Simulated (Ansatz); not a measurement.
**Br2 (bromine): CCSDT(Q)/STO-3G**

Aim: the vertical ionisation energy of Br2 (bromine) at CCSDT(Q)/STO-3G, from 2 runs. 

Program for the calculation: Ansatz 0.2.0.

31 further runs of the same task are left out: 10 that didn't finish, 21 set aside as unsound or not needed.

**1. The structure to begin with**

The species is Br2 (2 atoms), meant as a singlet with charge 0. As SMILES, `BrBr`. The shape is that of a PBE0-D4/def2-TZVP optimisation.

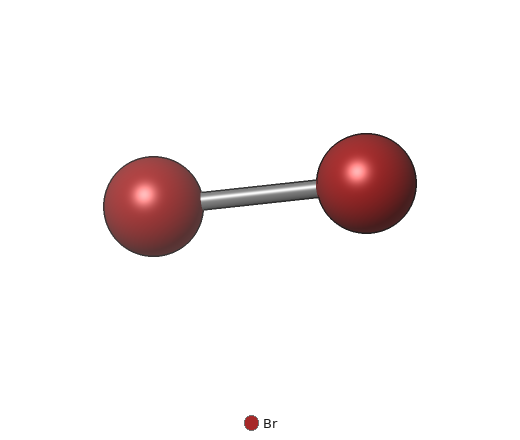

Viewed from a chosen angle; bromine red.

**2. The energy at CCSDT(Q)/STO-3G**

Input file in.yaml:

```yaml
crystal:
  periodic: [false, false, false]
  atoms:
    - {symbol: Br, position_ang: [0.972980, -0.325390, 0.498520]}
    - {symbol: Br, position_ang: [-0.972980, 0.325390, -0.498520]}
basis:
  gaussian:
    orbitals: STO-3G
correlation:
  method: ccsdt_q
  frozen_orbitals: {Br: 9}
accuracy: high
scf:
  omitted_lower_state_checks: [cluster_reference, increment]
```

On the command line:

```
$ ansatz run in.yaml --threads 1 --pin off --max-ram 3480MiB --events-out events.jsonl --progress --plain --runs-dir runs
```

What it wrote:

```text
Warning: RAYON_NUM_THREADS=1 ignored (pool sized by the plan → 1); use --threads N
Functional definition: HF
  name "HF"
  exchange = exact_x
  correlation = 0
these checks for a lower state are left out or cut short: cluster_reference, increment
437 factors; integrals over basis functions are off by at most 9.3e-9 eV
mean field evaluation 1: about -138487.4730 eV, gradient 5.0e0 eV
mean field evaluation 2: about -138487.5310 eV, gradient 5.1e0 eV
mean field evaluation 4: about -138487.6661 eV, gradient 3.0e-2 eV
mean field evaluation 8: about -138487.6660 eV, gradient 3.2e-6 eV
mean field -138487.66603475 eV, -5089.3278564654 hartree, gradient 3.3e-9 eV, S^2 0.000000; 0 other end points of the search recorded, 0 dependent functions left out
18 core orbitals not correlated: weight in the atoms' cores, before any rotation towards them, 1.000 or more for the frozen orbitals, at most 0.000 for the correlated occupied ones
reference -138487.66603475 eV, -5089.3278564654 hartree; 17, 17 occupied and 1, 1 virtual orbitals, 437 factors
second order -0.44338325 eV of doubles, -0.00000000 eV of singles
cycle   1  -0.57189269 eV  change   -1.3e-1 eV  update   3.9e-2
cycle   2  -0.65229676 eV  change   -8.0e-2 eV  update   1.7e-2
cycle   3  -0.65432636 eV  change   -2.0e-3 eV  update   2.0e-3
cycle   4  -0.65476322 eV  change   -4.4e-4 eV  update   9.3e-4
cycle   5  -0.65461244 eV  change    1.5e-4 eV  update   3.4e-4
cycle   6  -0.65467136 eV  change   -5.9e-5 eV  update   9.6e-5
cycle   7  -0.65469012 eV  change   -1.9e-5 eV  update   1.3e-5
cycle   8  -0.65468448 eV  change    5.6e-6 eV  update   2.5e-6
cycle   9  -0.65468644 eV  change   -2.0e-6 eV  update   4.1e-7
cycle  10  -0.65468641 eV  change    3.6e-8 eV  update   3.1e-8
cycle  11  -0.65468640 eV  change    5.3e-9 eV  update   6.5e-9
cycle  12  -0.65468623 eV  change    1.7e-7 eV  update   4.8e-8
cycle  13  -0.65468615 eV  change    8.0e-8 eV  update   1.7e-8
cycle  14  -0.65468615 eV  change    2.3e-9 eV  update   1.1e-9
perturbative correction 0.00000000 eV, 0.0000000000 hartree
Total energy: -138488.32072090 eV, -5089.3519157377 hartree
Checks for a lower state left out: cluster_reference, increment
```

Wall time 0.46 s (1 thread of Arm Neoverse V2, shared host).

**3. The doublet cation, same level**

Input file molecule.yaml:

```yaml
crystal:
  periodic: [false, false, false]
  atoms:
    - {symbol: Br, position_ang: [0.972980, -0.325390, 0.498520]}
    - {symbol: Br, position_ang: [-0.972980, 0.325390, -0.498520]}
basis:
  gaussian:
    orbitals: STO-3G
total_charge: 1
magnetization:
  spin_polarized: true
  initial_magnetization: 1
correlation:
  method: ccsdt_q
  frozen_orbitals: {Br: 9}
accuracy: high
scf:
  omitted_lower_state_checks: [cluster_reference, increment]
```

On the command line:

```
$ ansatz run molecule.yaml --threads 1 --pin off --max-ram 3480MiB --events-out events.jsonl --progress --plain --runs-dir runs
```

What it wrote:

```text
Warning: RAYON_NUM_THREADS=1 ignored (pool sized by the plan → 1); use --threads N
Functional definition: HF
  name "HF"
  exchange = exact_x
  correlation = 0
these checks for a lower state are left out or cut short: cluster_reference, increment
437 factors; integrals over basis functions are off by at most 9.3e-9 eV
mean field evaluation 1: about -138479.1025 eV, gradient 2.9e0 eV
mean field evaluation 2: about -138479.1544 eV, gradient 2.9e0 eV
mean field evaluation 4: about -138479.2478 eV, gradient 7.5e-2 eV
mean field evaluation 8: about -138479.2479 eV, gradient 1.2e-4 eV
mean field evaluation 16: about -138479.2478 eV, gradient 2.5e-7 eV
mean field evaluation 32: about -138479.1918 eV, gradient 3.7e-2 eV
mean field evaluation 64: about -138477.0564 eV, gradient 1.4e0 eV
mean field -138479.34913668 eV, -5089.0222160989 hartree, gradient 6.7e-8 eV, S^2 0.761564; 11 other end points of the search recorded, 0 dependent functions left out
18 core orbitals not correlated: weight in the atoms' cores, before any rotation towards them, 1.000 or more for the frozen orbitals, at most 0.000 for the correlated occupied ones
reference -138479.34913668 eV, -5089.0222160989 hartree; 17, 16 occupied and 1, 2 virtual orbitals, 437 factors
second order -0.69146978 eV of doubles, -0.00000000 eV of singles
cycle   1  -0.87846867 eV  change   -1.9e-1 eV  update   7.6e-2
cycle   2  -1.10775394 eV  change   -2.3e-1 eV  update   6.1e-2
cycle   3  -1.31645383 eV  change   -2.1e-1 eV  update   4.1e-2
cycle   4  -1.32161817 eV  change   -5.2e-3 eV  update   9.1e-3
cycle   5  -1.32847611 eV  change   -6.9e-3 eV  update   4.1e-3
cycle   6  -1.32473378 eV  change    3.7e-3 eV  update   2.0e-3
cycle   7  -1.32724821 eV  change   -2.5e-3 eV  update   7.9e-4
cycle   8  -1.32628254 eV  change    9.7e-4 eV  update   3.1e-4
cycle   9  -1.32641817 eV  change   -1.4e-4 eV  update   1.3e-4
cycle  10  -1.32667598 eV  change   -2.6e-4 eV  update   5.4e-5
cycle  11  -1.32664730 eV  change    2.9e-5 eV  update   1.2e-5
cycle  12  -1.32664865 eV  change   -1.4e-6 eV  update   5.7e-6
cycle  13  -1.32664972 eV  change   -1.1e-6 eV  update   3.1e-6
cycle  14  -1.32665003 eV  change   -3.2e-7 eV  update   2.3e-6
cycle  15  -1.32665010 eV  change   -6.3e-8 eV  update   1.9e-6
cycle  16  -1.32664995 eV  change    1.5e-7 eV  update   4.4e-7
cycle  17  -1.32665008 eV  change   -1.3e-7 eV  update   1.5e-7
cycle  18  -1.32665003 eV  change    4.5e-8 eV  update   8.1e-8
cycle  19  -1.32665001 eV  change    2.6e-8 eV  update   5.0e-8
cycle  20  -1.32665005 eV  change   -4.0e-8 eV  update   3.8e-8
cycle  21  -1.32665014 eV  change   -8.9e-8 eV  update   8.7e-8
cycle  22  -1.32665013 eV  change    2.6e-9 eV  update   3.5e-8
cycle  23  -1.32665011 eV  change    2.2e-8 eV  update   1.8e-8
cycle  24  -1.32665008 eV  change    2.8e-8 eV  update   1.2e-8
cycle  25  -1.32665007 eV  change    1.5e-8 eV  update   5.4e-9
cycle  26  -1.32665006 eV  change    6.0e-9 eV  update   6.2e-9
cycle  27  -1.32665006 eV  change    1.7e-9 eV  update   4.7e-9
cycle  28  -1.32665006 eV  change   3.9e-10 eV  update   1.8e-9
perturbative correction 0.00000000 eV, 0.0000000000 hartree
Total energy: -138480.67578674 eV, -5089.0709695894 hartree
Checks for a lower state left out: cluster_reference, increment
```

Wall time 2.4 s (1 thread of Arm Neoverse V2, shared host); peak memory 0.16 GiB.

**4. What came out**

Level: CCSDT(Q)/STO-3G, 18 core orbitals frozen.

```
                                                    quantity           value
                                   singlet Br2: total energy  -5089.35192 Eh
   singlet Br2: correlation energy (18 core orbitals frozen)       -24.1 mEh
                                  singlet Br2: T1 diagnostic           0.002
                                doublet cation: total energy  -5089.07097 Eh
doublet cation: correlation energy (18 core orbitals frozen)       -48.8 mEh
           doublet cation: ⟨S²⟩ of the reference determinant           0.762
                               doublet cation: T1 diagnostic           0.049
          vertical ionisation energy (to the doublet cation)        7.645 eV
```

What this shows: Removing an electron at fixed nuclei costs 7.64 eV (738 kJ/mol). In a minimal basis such a difference can be off by several eV, whatever the method. The T1 diagnostic (doublet cation) of 0.049 is above the customary mark for such species, so a single reference may not serve.
